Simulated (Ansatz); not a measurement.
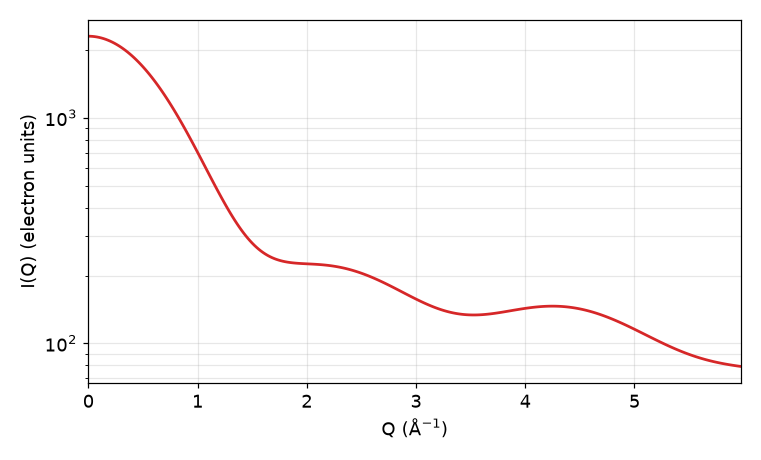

Elastic X-ray scattering of a randomly oriented, rigid molecule, calculated with the Debye equation from neutral-atom form factors (independent atoms, no Compton part, no vibration). The geometry is the end point of an optimisation (RKS PBE-D4/6-31G (Ansatz 0.2.0)); it may be a saddle point or a higher isomer. It contains C, N, Al, Si, H.

### How many electrons does the independent-atom model of the molecule hold?

I(0) is the square of the electron number: I(0) = 2300, so about 48 electrons, the count of CH8AlNSi.

### What radius of gyration does the initial fall-off give?

From I(Q) ≈ I(0) exp(−Q²R²/3) at small Q, R ≈ 1.94 Å. It is larger than the electron-weighted radius of the nuclear positions alone (1.77 Å), because each atom's electron cloud adds to it.
